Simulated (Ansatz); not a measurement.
## A computed series for V3Si: pressure series

Consider V3Si in the A15 (Cr3Si type) structure (space group Pm-3n, No. 223; a = 4.6495 Å).

Cell and atoms are relaxed at each pressure.

Computed with Ansatz (an electronic-structure program), PBEsol, PAW, cutoff 420 eV, without spin-orbit coupling.

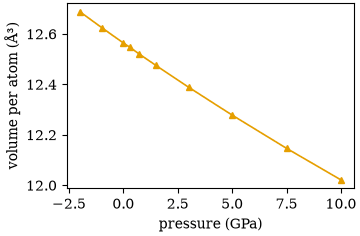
*Volume per atom against pressure*

| pressure (GPa) | volume per atom |
|---|---|
| -2 | 12.69 Å³ |
| -1 | 12.63 Å³ |
| 0.3 | 12.55 Å³ |
| 0.7 | 12.52 Å³ |
| 1.5 | 12.47 Å³ |
| 3 | 12.39 Å³ |
| 5 | 12.28 Å³ |
| 7.5 | 12.15 Å³ |
| 10 | 12.02 Å³ |

Load acts through the strain it causes; cell and atoms are relaxed under it. Stability against distortions was not tested. Competing high-pressure phases were not computed. Starting moments died away, wholly or in part, for the base; another magnetic solution may exist. The final runs are not spin-polarised.
